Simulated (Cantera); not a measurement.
Charge: 1 mol Pb, 4.4 mol CO, 0.43 mol H2, at 101000 Pa.

Cantera equilibrium calculation (NASA polynomials, part measured and part estimated; ideal gas, pure solids and liquids). Candidate condensed phases: C, C6H6, C7H8, C8H18, H2O, Pb, PbO, PbO2, Pb3O4; 113 gas species. Rates play no part.

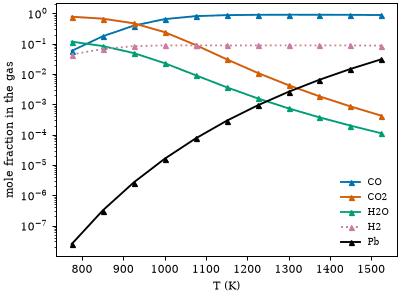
*Equilibrium gas composition (values under 1e-9 drawn at 1e-9)*

Read off the mole fractions at 850 K.

CO2 about 0.67, CO about 0.18, H2O about 0.084, H2 about 0.067, Pb about 3.1e-7.
